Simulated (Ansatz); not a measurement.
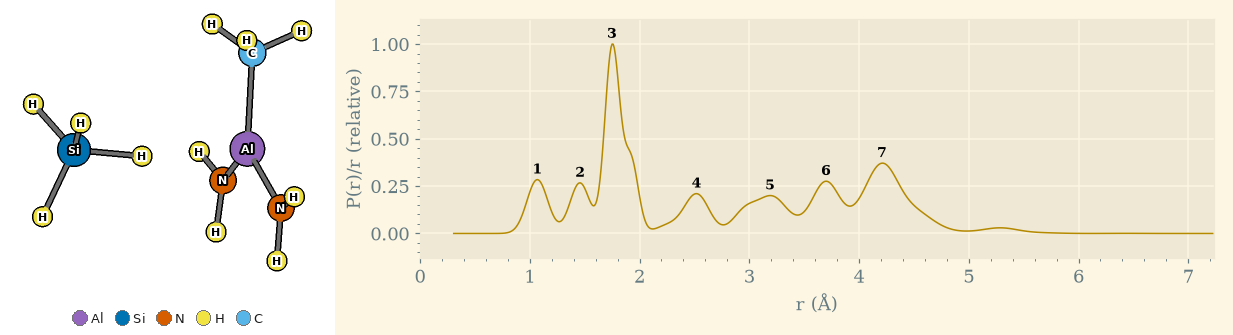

Simulated gas electron diffraction: radial distribution curve of CH11AlN2Si. Each pair of atoms contributes with weight ZᵢZⱼ/r; damping constant 0.001 Å²; vibrational amplitudes assumed, not computed: 0.05 Å for bonds, 0.078 Å for bonds to H, 0.06 + 0.015 r up to 0.15 Å for other pairs. The geometry is the end point of an optimisation (RKS BLYP-D4/STO-3G (Ansatz 0.2.0)); it may be a saddle point or a higher isomer.

Which pairs of atoms lie under the numbered peaks? Mark bonded pairs by – and others by ···.

Answer. Peak 1, 1.07 Å: N–H 1.05 Å (×4), C–H 1.11 Å (×3), not resolved
Peak 2, 1.46 Å: Si–H 1.45–1.47 Å (×4)
Peak 3, 1.75 Å: Al–N 1.75 Å (×2); in its flanks Al–C 1.92 Å
Peak 4, 2.52 Å: Al···H 2.50–2.56 Å (×7), not resolved; in its flanks Al···H 2.24 Å
Peak 5, 3.19 Å: N···H 2.93–3.37 Å (×5), N···N 2.98 Å, N···C 3.20 Å (×2), not resolved
Peak 6, 3.70 Å: Si···Al 3.70 Å
Peak 7, 4.21 Å: Si···H 4.02–4.49 Å (×4), Si···C 4.14 Å, Si···N 4.24 Å (×2), Al···H 4.33–4.49 Å (×3), not resolved
